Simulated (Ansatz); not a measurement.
**What a change does: geometry relaxation on C₂H₂CuF**

System: C₂H₂CuF.
Method of run A: RKS B3LYP-D4/def2-TZVPP (Ansatz 0.2.0).

Text and figures count atoms from 1; the logs count them from 0 in places.

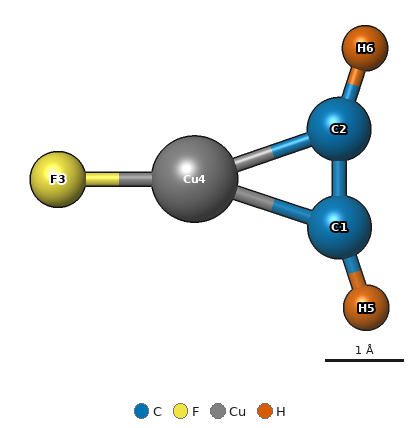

The input geometry (ball-and-stick view, seen on its broad side; atoms are numbered from 1 in the order of the input). Sticks mark near contacts.

### The input, run A
```yaml
crystal:
  periodic: [false, false, false]
  atoms:
    - { symbol: C, position_ang: [-0.15369191, 1.75800544, -0.36941009] }
    - { symbol: C, position_ang: [0.92215382, 1.33823212, -0.86748965] }
    - { symbol: F, position_ang: [-0.3177303, -1.76602275, 0.63703982] }
    - { symbol: Cu, position_ang: [0.02088475, -0.15613477, 0.02940468] }
    - { symbol: H, position_ang: [-0.97360995, 2.41505347, -0.07671733] }
    - { symbol: H, position_ang: [1.87585359, 1.30179649, -1.39556742] }
basis:
  gaussian: { orbitals: def2-TZVPP }
hamiltonian:
  xc: { name: B3LYP }
  dispersion: d4
relax:
  f_tol: 0.002
  max_steps: 150
```

Command:
```bash
ansatz run input.yaml --threads 4 --pin off --max-ram 10240MiB --backend cpu --events-out ev --progress --plain --runs-dir out
```

Hardware: 4 threads of AMD EPYC (Zen 5), 128 GiB of memory available, shared host.

### Output, shortened to warnings, some set-up lines, iterations and results (run A)
```
[...]
mean field evaluation 1: about -49459.9609 eV, gradient 6.4e1 eV
mean field evaluation 2: about -49430.8920 eV, gradient 1.8e2 eV
mean field evaluation 4: about -49466.6511 eV, gradient 1.9e1 eV
mean field evaluation 8: about -49467.0020 eV, gradient 3.6e-1 eV
mean field evaluation 16: about -49467.0022 eV, gradient 2.8e-5 eV
relax step   1: F+E_penalty+E_count = -49467.16802966 eV  Δ(F+E_penalty+E_count) = +0.000e0 eV  max|allowed force component| = 1.528e0 eV/Å  Δτ_max = 0.0000 Å  (31 SCF iters, …
relax step   2: F+E_penalty+E_count = -49467.22346070 eV  Δ(F+E_penalty+E_count) = -5.543e-2 eV  max|allowed force component| = 3.134e-1 eV/Å  Δτ_max = 0.0263 Å  (37 SCF …
relax step   3: F+E_penalty+E_count = -49467.23027683 eV  Δ(F+E_penalty+E_count) = -6.816e-3 eV  max|allowed force component| = 1.687e-1 eV/Å  Δτ_max = 0.0090 Å  (37 SCF …
mean field evaluation 32: about -49467.0150 eV, gradient 4.0e0 eV
relax step   4: F+E_penalty+E_count = -49467.23739776 eV  Δ(F+E_penalty+E_count) = -7.121e-3 eV  max|allowed force component| = 6.467e-2 eV/Å  Δτ_max = 0.0400 Å  (37 SCF …
relax step   5: F+E_penalty+E_count = -49467.23780117 eV  Δ(F+E_penalty+E_count) = -4.034e-4 eV  max|allowed force component| = 4.139e-3 eV/Å  Δτ_max = 0.0075 Å  (37 SCF …
relax step   6: F+E_penalty+E_count = -49467.23780204 eV  Δ(F+E_penalty+E_count) = -8.672e-7 eV  max|allowed force component| = 4.810e-4 eV/Å  Δτ_max = 0.0002 Å  (38 SCF …
mean field evaluation 64: about -49466.9444 eV, gradient 7.8e0 eV
mean field -49467.07239498 eV, -1817.8813805296 hartree, gradient 1.5e-5 eV, S^2 0.000000; 1 other end points of the search recorded, 0 dependent functions left out
the calculation of the forces begins
reference -49467.07263353 eV, -1817.8813892961 hartree; 26, 26 occupied and 159, 159 virtual orbitals, 1207 factors
Total energy: -49467.23804059 eV, -1817.8874678933 hartree
Atom 0 at    -0.130633     1.790471    -0.390495 Å, force    -0.000180     0.000255     0.000023 eV/Å
Atom 1 at     0.917271     1.383036    -0.876018 Å, force     0.000211     0.000002    -0.000133 eV/Å
Atom 2 at    -0.322594    -1.774538     0.642264 Å, force     0.000036     0.000189    -0.000067 eV/Å
Atom 3 at     0.022702    -0.153282     0.027049 Å, force    -0.000092    -0.000481     0.000176 eV/Å
Atom 4 at    -0.967482     2.371265    -0.069001 Å, force     0.000101    -0.000036    -0.000035 eV/Å
Atom 5 at     1.854596     1.273979    -1.376540 Å, force    -0.000076     0.000070     0.000037 eV/Å
Dipole moment:     0.244375     1.147372    -0.435399 e Å
```

The input of run B differs as follows (lines with − go, lines with + come):
```diff
-  xc: { name: B3LYP }
+  xc: r2scan
```

What does this change do to the results?

The total energies belong to different methods, so their difference says nothing on which is more stable or more accurate. The functional changes from B3LYP to r2SCAN.

### Output, shortened to warnings, some set-up lines, iterations and results (run B)
```
[...]
mean field evaluation 1: about -49455.5573 eV, gradient 6.2e1 eV
mean field evaluation 2: about -49430.9641 eV, gradient 1.4e2 eV
mean field evaluation 4: about -49462.9301 eV, gradient 1.2e1 eV
mean field evaluation 8: about -49463.1076 eV, gradient 9.1e-2 eV
mean field evaluation 16: about -49463.0738 eV, gradient 2.2e-4 eV
relax step   1: F+E_penalty+E_count = -49463.09685150 eV  Δ(F+E_penalty+E_count) = +0.000e0 eV  max|allowed force component| = 9.990e-1 eV/Å  Δτ_max = 0.0000 Å  (30 SCF …
relax step   2: F+E_penalty+E_count = -49463.13256509 eV  Δ(F+E_penalty+E_count) = -3.571e-2 eV  max|allowed force component| = 1.842e-1 eV/Å  Δτ_max = 0.0236 Å  (36 SCF …
mean field evaluation 32: about -49463.1133 eV, gradient 2.6e-5 eV
relax step   3: F+E_penalty+E_count = -49463.13640769 eV  Δ(F+E_penalty+E_count) = -3.843e-3 eV  max|allowed force component| = 5.946e-2 eV/Å  Δτ_max = 0.0115 Å  (37 SCF …
relax step   4: F+E_penalty+E_count = -49463.13693066 eV  Δ(F+E_penalty+E_count) = -5.230e-4 eV  max|allowed force component| = 1.523e-2 eV/Å  Δτ_max = 0.0062 Å  (37 SCF …
relax step   5: F+E_penalty+E_count = -49463.13705502 eV  Δ(F+E_penalty+E_count) = -1.244e-4 eV  max|allowed force component| = 2.217e-3 eV/Å  Δτ_max = 0.0053 Å  (38 SCF …
relax step   6: F+E_penalty+E_count = -49463.13705780 eV  Δ(F+E_penalty+E_count) = -2.781e-6 eV  max|allowed force component| = 8.624e-4 eV/Å  Δτ_max = 0.0010 Å  (37 SCF …
mean field evaluation 64: about -49463.1163 eV, gradient 5.4e0 eV
mean field -49463.11390724 eV, -1817.7359087884 hartree, gradient 2.7e-5 eV, S^2 0.000000; 1 other end points of the search recorded, 0 dependent functions left out
the calculation of the forces begins
reference -49463.11392121 eV, -1817.7359093018 hartree; 26, 26 occupied and 159, 159 virtual orbitals, 1139 factors
Total energy: -49463.13707177 eV, -1817.7367600690 hartree
Atom 0 at    -0.144199     1.752796    -0.373076 Å, force    -0.000064     0.000088     0.000012 eV/Å
Atom 1 at     0.913925     1.341351    -0.863325 Å, force     0.000066    -0.000041    -0.000031 eV/Å
Atom 2 at    -0.314554    -1.736887     0.627972 Å, force    -0.000180    -0.000712     0.000289 eV/Å
Atom 3 at     0.026736    -0.134192     0.019825 Å, force     0.000194     0.000862    -0.000338 eV/Å
Atom 4 at    -0.959946     2.380646    -0.075685 Å, force     0.000015    -0.000151     0.000034 eV/Å
Atom 5 at     1.851898     1.287216    -1.378451 Å, force    -0.000031    -0.000046     0.000034 eV/Å
Dipole moment:     0.220915     1.037298    -0.393622 e Å
```

### The two runs side by side

| quantity | run A | run B |
| --- | --- | --- |
| outcome | converged | converged |
| total energy (hartree) | −1817.887468 | −1817.736760 |
| largest force (eV/Å) | 0.001 | 0.001 |
| basis functions | 185 | 185 |
| wall time (shared host) | 9.4 s | 9.4 s |
